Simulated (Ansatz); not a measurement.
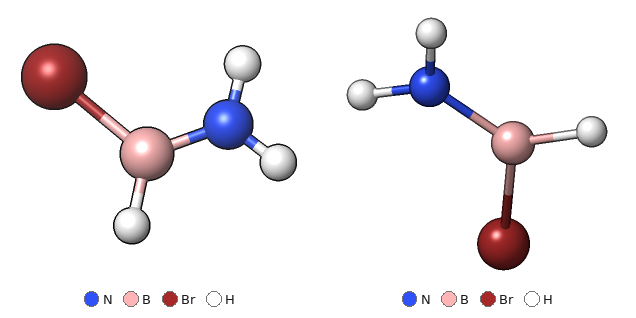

Both panels show the same species.

Computed geometry: PBE0-D4/def2-TZVP optimisation.

Question: Give the formula.

Answer: BBrH3N, 6 atoms: 1 boron, 1 bromine, 3 hydrogen and 1 nitrogen.

Question: Name some functional groups or characteristic bonds that it holds.

Answer: Among them: B–H bond.

More results for the same structure follow; atom numbers are the same in all pictures, views and colours differ.

## Geometry

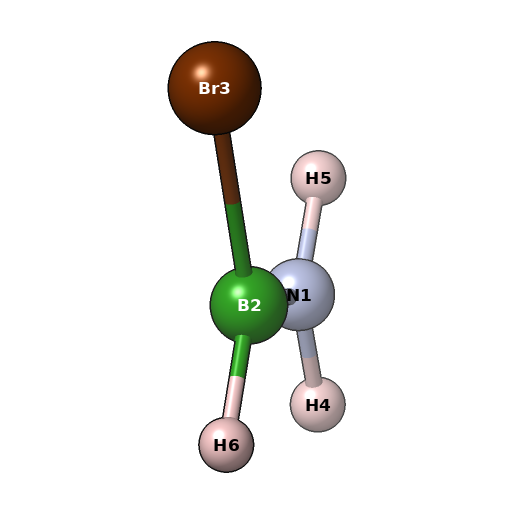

N1 lies behind B2. The molecule seen a little off the B2–N1 bond, B2 in front. Atoms fade into the background with distance from the viewer.

Question: What is the torsion angle Br3–B2–N1–H4? The sign is positive where the front bond must turn clockwise to cover the back bond.

Answer: 180°, antiperiplanar (anti).

## Levels of theory compared

Program: Ansatz 0.2.0.

At this fixed geometry, give vertical IP (eV), dipole (D) at these levels: B3LYP-D4/def2-TZVPP; PBE-D4/def2-TZVPP; r2SCAN-D4/def2-TZVPP; ωB97M-V/def2-TZVPP.

```tsv
level	vertical IP (eV)	dipole (D)
B3LYP-D4/def2-TZVPP	10.37	2.81
PBE-D4/def2-TZVPP	10.14	2.80
r2SCAN-D4/def2-TZVPP	10.27	2.86
ωB97M-V/def2-TZVPP	10.53	2.86
```

## Vibrations

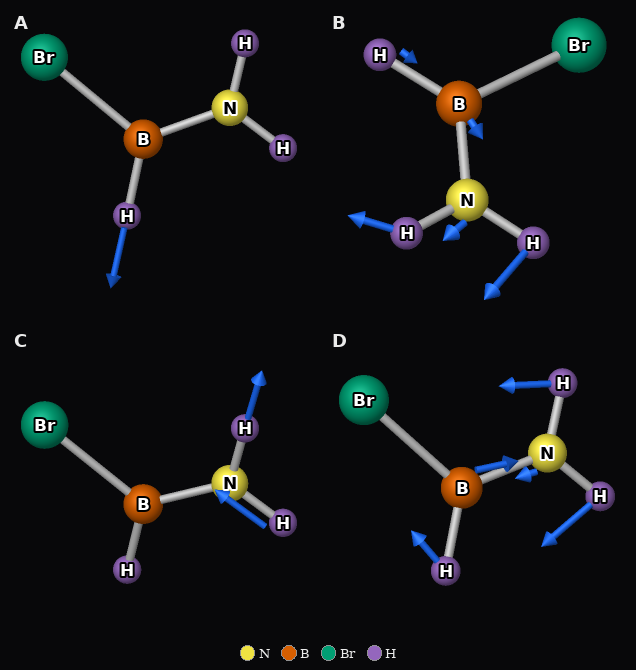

4 normal modes of one molecule or complex, as arrows. Harmonic vibrations computed with RKS PBE0-D4/def2-TZVP (Ansatz 0.2.0) at a stationary point of the same level.

Question: Match the panels to the wavenumbers 305 cm⁻¹, 1355 cm⁻¹, 2678 cm⁻¹, 3715 cm⁻¹.

Answer: A: 2678 cm⁻¹, B–H stretching
B: 305 cm⁻¹
C: 3715 cm⁻¹, out-of-phase stretching of 2 N–H bonds
D: 1355 cm⁻¹

## Thermal motion

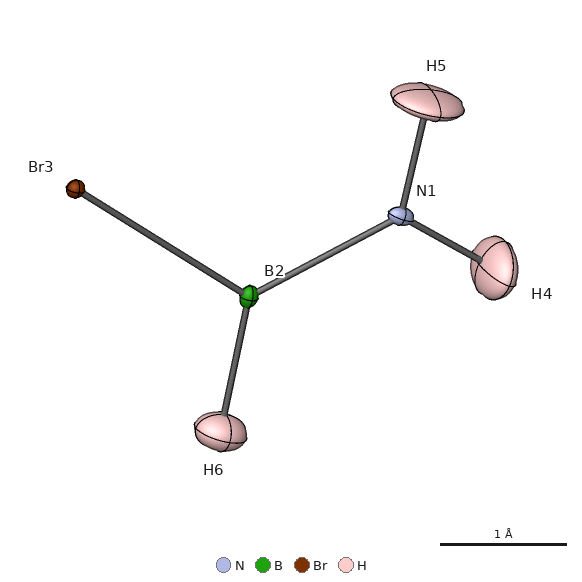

Displacement ellipsoids at the 50 % level, from the internal vibrations of the free molecule (harmonic, no overall translation or rotation; no half-axis is drawn under 0.075 Å). Vibrations computed with RKS PBE0-D4/def2-TZVP (Ansatz 0.2.0). Temperature: 600 K.

Question: Which atom has the largest mean-square displacement?

Answer: H4, with U_eq = 0.0261 Å².

Question: Does H5 move more along its bond or across it?

Answer: Across it: the root-mean-square amplitude is 0.070 Å along the bond and up to 0.196 Å across, since bending and torsion are softer than stretching.

List U_eq and the three principal root-mean-square amplitudes for each kind of atom.

```json
{"atom": "N1", "U_eq (Å²)": "0.0022", "rms amplitudes (Å)": "0.019, 0.027, 0.074"}
{"atom": "B2", "U_eq (Å²)": "0.0025", "rms amplitudes (Å)": "0.036, 0.048, 0.061"}
{"atom": "Br3", "U_eq (Å²)": "0.00013", "rms amplitudes (Å)": "0.002, 0.005, 0.019"}
{"atom": "H4", "U_eq (Å²)": "0.0261", "rms amplitudes (Å)": "0.094, 0.152, 0.215"}
{"atom": "H5", "U_eq (Å²)": "0.0255", "rms amplitudes (Å)": "0.069, 0.182, 0.196"}
{"atom": "H6", "U_eq (Å²)": "0.0155", "rms amplitudes (Å)": "0.096, 0.130, 0.142"}
```

## Charges

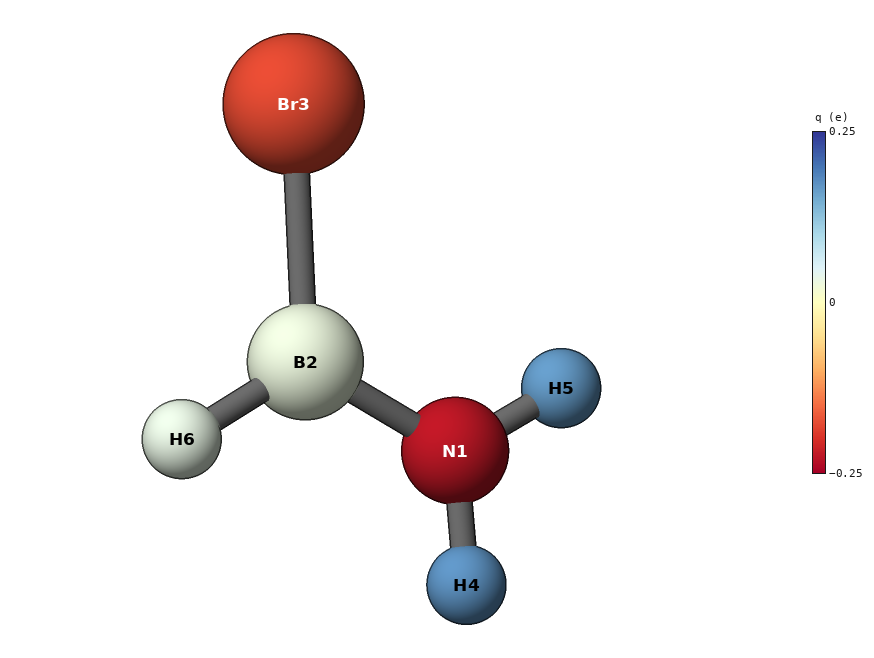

Atoms are coloured by their Mulliken charges. Properties computed with RKS B3LYP-D4/def2-TZVPP (Ansatz 0.2.0).

List the Mulliken charges.

```json
{"atom": "N1", "value (e)": "−0.22"}
{"atom": "B2", "value (e)": "0.03"}
{"atom": "Br3", "value (e)": "−0.18"}
{"atom": "H4", "value (e)": "0.17"}
{"atom": "H5", "value (e)": "0.17"}
{"atom": "H6", "value (e)": "0.03"}
```

Mulliken values depend strongly on the basis set and can even reverse the polarity of a bond.
